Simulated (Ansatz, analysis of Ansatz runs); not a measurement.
# CaLa2S4 (I-42d), V_S hop (3.3 Å): attempt frequency at charge +2

Aim: the prefactor of a hop in CaLa2S4 (I-42d) (V_S hop (3.3 Å), charge +2) from the modes of the moving atom at the start and at the top of a path found beforehand. Model: a cell of 56 host atoms with 1 S taken out.

Calculated with Ansatz 0.2.0; plane-wave PAW DFT, PBEsol; finite-difference force constants of the moving atom alone.

## Step 1: The starting structure

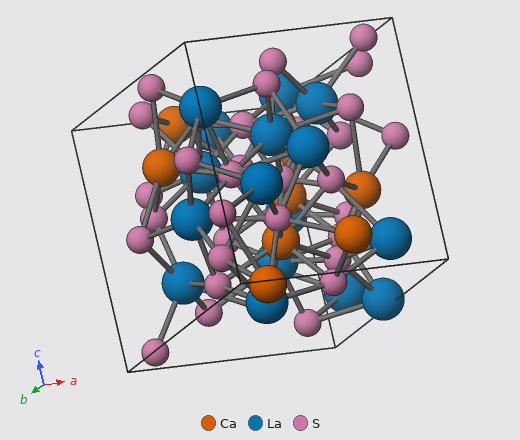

Start, viewed from a free direction; calcium orange, lanthanum blue, sulfur pink. Some periodic images of atoms are drawn too.

The cell holds 55 atoms: 8 Ca, 16 La and 31 S. Its edges and angles: a = 12.120 Å, b = 12.120 Å, c = 12.088 Å, α = 60.1°, β = 60.1°, γ = 59.8°. It derives from CaLa2S4 (space group I-42d). Nearest the centre at fractional (0.527, 0.600, 0.721): S34 at 1.27 Å, La15 at 2.57 Å, La22 at 2.65 Å, La18 at 2.77 Å, S26 at 3.56 Å, S46 at 3.58 Å, Ca8 at 3.61 Å, S55 at 3.73 Å. The cell carries charge +2.

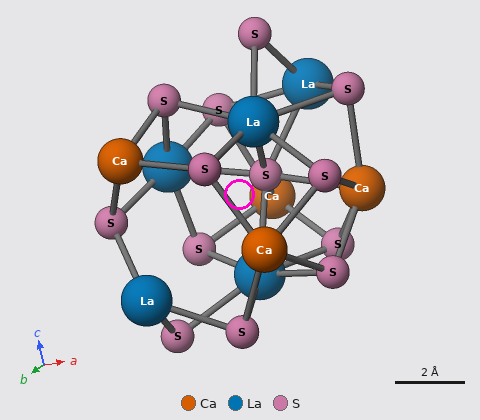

The atoms within 5 Å of the centre. A ring marks the centre wherever it is empty.

The cell's shortest repeat is 12.1 Å.

## Step 2: Vibrations of the moving atom at the start point

Harmonic transition-state theory takes the prefactor from the modes at the minimum and at the top. Only the moving atom is displaced, by 0.02 Å, which takes six displaced runs and a reference; the host's atoms are held.

File qp2.start.modes/input.yaml:

```yaml
crystal:
  lattice:
    - [0.0, 8.54729057, 8.59293812]
    - [8.54729057, 0.0, 8.59293812]
    - [8.54729057, 8.54729057, 0.0]
  atoms:
    - { symbol: Ca, position: [0.00141434, 0.00023332, 3.587e-05] }
    - { symbol: Ca, position: [0.24819821, 0.25028296, 0.25239268] }
    - { symbol: Ca, position: [0.50572931, 0.48865168, 0.49285581] }
    - { symbol: Ca, position: [0.75129924, 0.75395649, 0.74937499] }
    - { symbol: Ca, position: [0.11067492, 0.62447954, 0.88673632] }
    - { symbol: Ca, position: [0.37447154, 0.87381728, 0.12730673] }
    - { symbol: Ca, position: [0.62522716, 0.12717696, 0.37532049] }
    - { symbol: Ca, position: [0.87102506, 0.37587054, 0.62545248] }
    - { symbol: La, position: [0.00418498, 0.62083725, 0.24884328] }
    - { symbol: La, position: [0.24659856, 0.87993754, 0.48782246] }
    - { symbol: La, position: [0.50460473, 0.12052757, 0.74785549] }
    - { symbol: La, position: [0.75231371, 0.37315306, 0.99522478] }
    - { symbol: La, position: [0.12645295, 0.25244801, -0.00147358] }
    - { symbol: La, position: [0.37724982, 0.4953124, 0.25301261] }
    - { symbol: La, position: [0.63383296, 0.7574737, 0.49347271] }
    - { symbol: La, position: [0.87774424, 0.9966739, 0.7519607] }
    - { symbol: La, position: [0.12304294, 0.50419267, 0.62695233] }
    - { symbol: La, position: [0.37291036, 0.75560314, 0.888928] }
    - { symbol: La, position: [0.62248788, -0.00038704, 0.12840591] }
    - { symbol: La, position: [0.87332991, 0.251902, 0.37804749] }
    - { symbol: La, position: [0.24970592, 0.12399932, 0.62323811] }
    - { symbol: La, position: [0.49877094, 0.36141703, 0.8867148] }
    - { symbol: La, position: [0.74799284, 0.62624164, 0.12552311] }
    - { symbol: La, position: [0.9953463, 0.87713708, 0.3742101] }
    - { symbol: S, position: [0.02396317, 0.27693158, 0.79762157] }
    - { symbol: S, position: [0.27596109, 0.52918721, 0.04370282] }
    - { symbol: S, position: [0.52144957, 0.76969177, 0.31131643] }
    - { symbol: S, position: [0.77365385, 0.0264372, 0.5505665] }
    - { symbol: S, position: [0.1517908, 0.39861595, 0.42417529] }
    - { symbol: S, position: [0.65103613, 0.8976798, 0.92754887] }
    - { symbol: S, position: [0.9034583, 0.15155814, 0.17034144] }
    - { symbol: S, position: [0.14795582, 0.05139374, 0.2738478] }
    - { symbol: S, position: [0.39892754, 0.29849144, 0.52780502] }
    - { symbol: S, position: [0.62227349, 0.55825815, 0.76429726] }
    - { symbol: S, position: [0.90031247, 0.80248818, 0.02536372] }
    - { symbol: S, position: [0.17700366, 0.87503316, 0.76067991] }
    - { symbol: S, position: [0.39559868, 0.14609961, 0.02936609] }
    - { symbol: S, position: [0.6508052, 0.39829323, 0.27363218] }
    - { symbol: S, position: [0.89645461, 0.65009855, 0.5302744] }
    - { symbol: S, position: [0.17400069, 0.77587256, 0.151803] }
    - { symbol: S, position: [0.42435729, 0.02346193, 0.39952984] }
    - { symbol: S, position: [0.67349842, 0.27447235, 0.65156253] }
    - { symbol: S, position: [0.92316034, 0.52516744, 0.900039] }
    - { symbol: S, position: [0.02534328, 0.42455457, 0.15174799] }
    - { symbol: S, position: [0.27705949, 0.67403257, 0.39976816] }
    - { symbol: S, position: [0.52605175, 0.92407989, 0.65243208] }
    - { symbol: S, position: [0.77766622, 0.17195836, 0.90229424] }
    - { symbol: S, position: [0.04905295, 0.14963983, 0.52903353] }
    - { symbol: S, position: [0.30677012, 0.42660758, 0.76602127] }
    - { symbol: S, position: [0.55461106, 0.64779471, 0.02654204] }
    - { symbol: S, position: [0.80097873, 0.90253467, 0.27486941] }
    - { symbol: S, position: [0.02570767, 0.77396704, 0.65076053] }
    - { symbol: S, position: [0.27411312, 0.02680868, 0.90149294] }
    - { symbol: S, position: [0.52694575, 0.27059126, 0.15288172] }
    - { symbol: S, position: [0.77445624, 0.52575941, 0.40206873] }
  symmetry: { detect: false }
total_charge: 2
basis:
  ecutwfc: 420
  xc_grid: 2
hamiltonian:
  xc: pbesol
kpoints:
  mp_grid: { grid: [1, 1, 1], shift: [0.25, 0.25, 0.25] }
scf:
  occupations: { method: fixed }
  max_iter: 150
phonons:
  supercell: [1, 1, 1]
  displaced_sites: [33]
  amplitude: 0.02
```

The run is started by

```bash
$ ansatz run input.yaml --threads 32 --pin off --max-ram 84787MiB --backend cuda --events-out ev --progress --plain --runs-dir out --max-vram 78GiB
```

Numbers of over 12 decimals in the logs are rounded to 6 here.

Log:

```text
[... repeated set-up lines and file paths are left out, and long positions are rounded to six places ...]
Engine: ansatz 0.2.0, aarch64-unknown-linux-gnu
Pseudopotentials: kind: paw
Pseudopotential: Ca, paw, valence charge 10, recommended cutoff 420 eV (normal), Ca.paw.azcp
Pseudopotential: La, paw, valence charge 11, recommended cutoff 420 eV (normal), La.paw.azcp
Pseudopotential: S, paw, valence charge 6, recommended cutoff 420 eV (normal), S.paw.azcp
Functional definition: PBEsol
  exchange = pbesol_x
  correlation = pbesol_c
[...]
Crystal: 55 atoms, lattice volume = 1255.534 Å³
Basis set: ecut = 420 eV, 24517 PW (Γ), exchange–correlation on 180×180×162 points (8 copies of the dense FFT grid, shifted against one another)
Bands: 275, of which v1, the nominal top of the filled ones, is band 220 counted from 1 (219 counted from 0)
Symmetry: 1 space group operations
k-points: 1
Non-local potential: Ca, projectors of the file, l = 0: 3, l = 1: 2, l = 2: 2
Non-local potential: La, projectors of the file, l = 0: 3, l = 1: 2, l = 2: 2, l = 3: 3
Non-local potential: S, projectors of the file, l = 0: 2, l = 1: 2, l = 2: 2
PAW form: soft (Blöchl's): semilocal exchange-correlation on the pseudo side does not see the compensation charge
PAW frozen core: Ca, regenerated for the run's functional, and the local potential with it (the file was generated under x = pbe(κ = 0.804, μ = 0.219515), c = pbe(β = 0.066725))
PAW frozen core: La, regenerated for the run's functional, and the local potential with it (the file was generated under x = pbe(κ = 0.804, μ = 0.219515), c = pbe(β = 0.066725))
PAW frozen core: S, regenerated for the run's functional, and the local potential with it (the file was generated under x = pbe(κ = 0.804, μ = 0.219515), c = pbe(β = 0.066725))
PAW one-centre angular grid: Ca, 110 points (default); XC on 64 Gauss nodes
PAW one-centre angular grid: La, 590 points (default); XC on 64 Gauss nodes
PAW one-centre angular grid: S, 110 points (default); XC on 64 Gauss nodes
Initial density: superposition of atomic densities (neutral atoms scaled as one to the charged cell's electrons: chi_scale 0, normalization atom), corrected by the library's trained network
Initial wavefunctions: pseudopotential atomic-orbital guess
[...]
Functional: x = pbesol(κ = 0.804, μ = 0.123457), c = pbesol(β = 0.046)
SCF iter   1: F=—  HF=-140504.316403 eV  |F-HF|=—  |Δ(HF+E_count)|=         —  Δρ=5.84e-3  dr2=6.92e-1  ethr=1.77e-3  ⟨swp⟩=6.0  Hψ=945  notcnv=0  defer=50
preconditioner: auto → Resta (q_TF=auto, 2.291 Å⁻¹)  ε∞=4.7  [insulator: Δε(μ)=1.960 eV  Ē_g=10.120 eV  n_scr=258 (ndim 8)  ℏωp=19.4 eV  f_vac=0.002  ε∞_Penn≈4.7]
SCF iter   2: F=—  HF=-140504.171828 eV  |F-HF|=—  |Δ(HF+E_count)|=   1.45e-1  Δρ=2.13e-3  dr2=7.12e-2  ethr=1.57e-4  ⟨swp⟩=3.0  Hψ=417  notcnv=0  defer=53
[...]
SCF iter  11: F=-140504.166214 eV  HF=-140504.166214 eV  |F-HF|=0.00e0  |Δ(HF+E_count)|=  4.66e-10  Δρ=7.15e-8  dr2=1.48e-10  ethr=1.00e-12  ⟨swp⟩=25.0  Hψ=1927  notcnv=0
SCF 1 converged in 11 iterations: F = -140504.166214 eV  dr2 = 1.48e-10
  greatest PAW one-centre occupation: 0.995 electrons in one spin orbital (limit 2), on the Ca atom at site 4 (counted from 0), in its partial waves of l = 0
[...]
iter 1 solved again at ethr=3.94e-8 eV; its pass at ethr=3.10e-3 eV (dr2=1.74e-4 eV) is discarded
SCF iter   1: F=—  HF=-140504.164407 eV  |F-HF|=—  |Δ(HF+E_count)|=         —  Δρ=1.14e-4  dr2=3.19e-4  ethr=3.94e-8  ⟨swp⟩=3.0  Hψ=1032  notcnv=0  defer=53
SCF iter   2: F=—  HF=-140504.164348 eV  |F-HF|=—  |Δ(HF+E_count)|=   5.85e-5  Δρ=6.65e-5  dr2=7.78e-5  ethr=3.94e-8  ⟨swp⟩=2.0  Hψ=422  notcnv=0  defer=50
[...]
SCF iter   8: F=-140504.165269 eV  HF=-140504.165269 eV  |F-HF|=2.91e-11  |Δ(HF+E_count)|=    0.00e0  Δρ=2.80e-8  dr2=2.37e-11  ethr=1.00e-12  ⟨swp⟩=4.0  Hψ=916  notcnv=0
SCF 2 converged in 8 iterations: F = -140504.165269 eV  dr2 = 2.37e-11
[...]
iter 1 solved again at ethr=1.80e-10 eV; its pass at ethr=3.10e-3 eV (dr2=7.94e-7 eV) is discarded
[...]
SCF 3 converged in 5 iterations: F = -140504.165278 eV  dr2 = 2.89e-11
[...]
SCF 4 converged in 9 iterations: F = -140504.165507 eV  dr2 = 2.50e-11
[...]
SCF 5 converged in 6 iterations: F = -140504.165667 eV  dr2 = 1.30e-11
[...]
SCF 6 converged in 8 iterations: F = -140504.164950 eV  dr2 = 5.58e-11
[...]
SCF 7 converged in 5 iterations: F = -140504.164931 eV  dr2 = 6.70e-11
SCF converged after 11 iterations
[...]
[... 6 atoms left out ...]
  atom  42  S      0.00092786     0.00233286    -0.00014213
  [... 3 atoms left out ...]
  atom  46  S     -0.00042306    -0.00230633    -0.00059671
  [... 8 atoms left out ...]
  atom  55  S     -0.00044502    -0.00127119     0.00159619
  max |Σ_I F_I| component: 4.76e-6 eV/Å
--- Band table (eV) ---
  k-point 0: bands = ["-30.7277", "-30.7069", "-30.6079", "-30.5834", [... 49 left out ...] "-6.8249", "-6.8114", "-6.7907", "-6.7773"]
--- Phonons: 6 displaced members + reference (amplitude 0.02 Å, Σ member SCF iterations 41) ---
  symmetry images taken by strict's conditions (phonons.symmetry_images: auto; settled by no image being taken that strict refuses)
  force constants formed among 1 of 55 sites (S 33); the other 54 at rest. The modes move the named sites alone.
  the frequencies, the zero-point energy and the sums are of the block with the acoustic sum rule laid on its rows. Row sums over every site: 5.4e-5 eV/Å² at the most
  transpose residual: 9.0e-4 eV/Å²
  largest component of a force at the reference: 3.9e-3 eV/Å on a named site, 7.2e-3 eV/Å on a site at rest
  frequencies among the named sites at Γ of the cell (cm⁻¹): 151.10 199.89 240.26
  unstable modes among the named sites: 0
  frequencies as built, with no sum rule (cm⁻¹): 151.10 199.89 240.26
  zero-point energy: 0.036653 eV/cell   skipped modes (ω ≤ 0): 0
  not written: the harmonic force-constant file, the file of eigenvectors (these modes' are written with the force constants), the density of states and the dispersion, which are of every site
```

Wall time 3.3 s (1 × NVIDIA GB200 with 32 threads of Arm Neoverse V2, shared host); peak memory 2.1 GiB.

The column dr2 measures how far the density is from self-consistency, as an energy; F and HF (Harris–Foulkes) agree once it is small.

Read from the output:

| Item | Value |
| --- | --- |
| free energy | -140504.1662 eV |
| frequencies of moving atom | 151.1, 199.9, 240.3 cm⁻¹ (negative: imaginary) |

The three modes are 151, 200 and 240 cm⁻¹: all real, a minimum for this atom with the others held.

## Step 3: Vibrations of the moving atom at the top of the path

The same at the top, where the mode along the path should be imaginary.

File qp2.top.modes/input.yaml:

```yaml
crystal:
  lattice:
    - [0.0, 8.54729057, 8.59293812]
    - [8.54729057, 0.0, 8.59293812]
    - [8.54729057, 8.54729057, 0.0]
  atoms:
    - { symbol: Ca, position: [0.00238552, 0.000235, -0.00171578] }
    - { symbol: Ca, position: [0.24528854, 0.25130292, 0.2542305] }
    - { symbol: Ca, position: [0.5071443, 0.49414166, 0.50169717] }
[... 4 atom lines left out ...]
    - { symbol: Ca, position: [0.87263978, 0.37570219, 0.61977136] }
[... 6 atom lines left out ...]
    - { symbol: La, position: [0.63344933, 0.76862709, 0.48010325] }
[... 2 atom lines left out ...]
    - { symbol: La, position: [0.36701552, 0.75773663, 0.88317805] }
[... 3 atom lines left out ...]
    - { symbol: La, position: [0.49344869, 0.35520796, 0.89416403] }
[... 3 atom lines left out ...]
    - { symbol: S, position: [0.27249218, 0.52686047, 0.04961227] }
[... 7 atom lines left out ...]
    - { symbol: S, position: [0.53387048, 0.59148424, 0.71660827] }
[... 4 atom lines left out ...]
    - { symbol: S, position: [0.88472946, 0.64746583, 0.54156012] }
[... 2 atom lines left out ...]
    - { symbol: S, position: [0.67485041, 0.27113031, 0.65379973] }
[... 3 atom lines left out ...]
    - { symbol: S, position: [0.52672129, 0.92472082, 0.65117799] }
[... 2 atom lines left out ...]
    - { symbol: S, position: [0.30245019, 0.41658409, 0.77213535] }
[... 5 atom lines left out ...]
    - { symbol: S, position: [0.77639299, 0.52743967, 0.39698623] }
  symmetry: { detect: false }
total_charge: 2
basis:
  ecutwfc: 420
  xc_grid: 2
hamiltonian:
  xc: pbesol
kpoints:
  mp_grid: { grid: [1, 1, 1], shift: [0.25, 0.25, 0.25] }
scf:
  occupations: { method: fixed }
  max_iter: 150
phonons:
  supercell: [1, 1, 1]
  displaced_sites: [33]
  amplitude: 0.02
```

Log:

```text
[...]
Crystal: 55 atoms, lattice volume = 1255.534 Å³
Basis set: ecut = 420 eV, 24517 PW (Γ), exchange–correlation on 180×180×162 points (8 copies of the dense FFT grid, shifted against one another)
Bands: 275, of which v1, the nominal top of the filled ones, is band 220 counted from 1 (219 counted from 0)
[... 1 set-up line as in the run before ...]
k-points: 1
[...]
SCF iter   1: F=—  HF=-140503.926303 eV  |F-HF|=—  |Δ(HF+E_count)|=         —  Δρ=5.82e-3  dr2=6.41e-1  ethr=1.77e-3  ⟨swp⟩=7.0  Hψ=955  notcnv=0  defer=51
[...]
SCF iter   2: F=—  HF=-140503.788207 eV  |F-HF|=—  |Δ(HF+E_count)|=   1.38e-1  Δρ=2.09e-3  dr2=5.56e-2  ethr=1.46e-4  ⟨swp⟩=3.0  Hψ=416  notcnv=0  defer=53
[...]
SCF iter  10: F=-140503.783704 eV  HF=-140503.783704 eV  |F-HF|=2.62e-10  |Δ(HF+E_count)|=  6.40e-10  Δρ=1.48e-7  dr2=7.35e-10  ethr=1.00e-12  ⟨swp⟩=28.0  Hψ=2019  notcnv=0
SCF 1 converged in 10 iterations: F = -140503.783704 eV  dr2 = 7.35e-10
[...]
SCF iter   1: F=—  HF=-140503.781412 eV  |F-HF|=—  |Δ(HF+E_count)|=         —  Δρ=1.33e-4  dr2=4.50e-4  ethr=5.32e-8  ⟨swp⟩=3.0  Hψ=1015  notcnv=0  defer=53
eigensolver tolerance schedule calibrated: the retry pair's looser diagonalisation under-reported the residual by θ = 0.48 (0.10/decade); [...]
SCF iter   2: F=—  HF=-140503.781320 eV  |F-HF|=—  |Δ(HF+E_count)|=   9.19e-5  Δρ=7.33e-5  dr2=8.65e-5  ethr=5.32e-8  ⟨swp⟩=2.0  Hψ=421  notcnv=0  defer=51
[...]
SCF 2 converged in 8 iterations: F = -140503.782234 eV  dr2 = 6.15e-11
[...]
SCF 3 converged in 5 iterations: F = -140503.783233 eV  dr2 = 9.35e-11
[...]
SCF 4 converged in 9 iterations: F = -140503.783370 eV  dr2 = 9.28e-12
[...]
SCF 5 converged in 5 iterations: F = -140503.783341 eV  dr2 = 6.17e-11
[...]
SCF 6 converged in 8 iterations: F = -140503.781559 eV  dr2 = 5.50e-11
[...]
SCF 7 converged in 6 iterations: F = -140503.781631 eV  dr2 = 1.80e-11
SCF converged after 10 iterations
[...]
[... 4 atoms left out ...]
  atom  42  S     -0.01459875     0.00165329     0.00591377
  [... 3 atoms left out ...]
  atom  46  S     -0.00542162    -0.00166167     0.00206158
  [... 8 atoms left out ...]
  atom  55  S     -0.01112782     0.00068027    -0.00646793
  max |Σ_I F_I| component: 8.10e-7 eV/Å
--- Band table (eV) ---
[...]
transpose residual: 2.0e-3 eV/Å²
[...]
frequencies among the named sites at Γ of the cell (cm⁻¹): -71.98 202.85 330.74
  unstable modes among the named sites: 1
  frequencies as built, with no sum rule (cm⁻¹): -71.97 202.85 330.74
  zero-point energy: 0.033078 eV/cell   skipped modes (ω ≤ 0): 1, of them read as no rigid motion or as one in doubt: 1 (1.000e0 modes/cell left out, lowest -71.98 cm⁻¹)
[...]
```

Elapsed: 3.2 s, on 1 × NVIDIA GB200 with 32 threads; peak memory 2.1 GiB.

Numbers from this step:

```
free energy                : -140503.7837 eV
frequencies of moving atom : -71.98, 202.8, 330.7 cm⁻¹ (negative: imaginary)
```

The three modes are 72i, 203 and 331 cm⁻¹: one imaginary, a saddle of first order for this atom with the others held.

## Step 4: Attempt frequency and hop rate

Analysis of the runs above: harmonic transition-state theory from the moving atom's modes alone (Vineyard), PBEsol.

It gives:

```yaml
attempt_frequency: 3.243 THz
```

Hop rate against temperature:

| temperature (K) | hop rate (1/s) |
| --- | --- |
| 200 | 745 |
| 300 | 1.2e6 |
| 400 | 4.9e7 |
| 600 | 2.0e9 |
| 800 | 1.3e10 |
| 1000 | 3.8e10 |

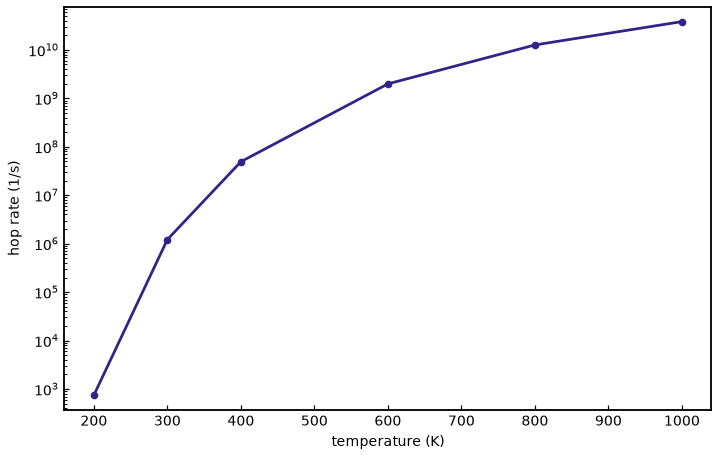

Hop rate, plotted against temperature.

## Step 5: What came out

| Property | Result |
| --- | --- |
| attempt frequency (attempt frequency and hop rate) | 3.24 THz |

**Reading.** The attempt frequency, the product of the three frequencies at the start over that of the two real ones at the top (Vineyard), is 3.2 THz. With the barrier of 0.38 eV it gives 2.0e+09 hops a second at 600 K along this one path; equivalent neighbouring sites multiply that. The host's atoms were held, though they move along the path too, so the prefactor is rough. What this leaves open: one k-point off the zone centre stands for the whole zone; spin–orbit coupling, which can matter with heavy atoms, is left out.

[Logs are printed without paths, hosts, clocks, repeated set-up lines and the standing remarks that a program may print on its own settings, such as how far it seeks lower states.]

[Hosts, paths, dates, database ids (printed as entryN), source tags and the programs' standing remarks are cut or masked in the printed files.]
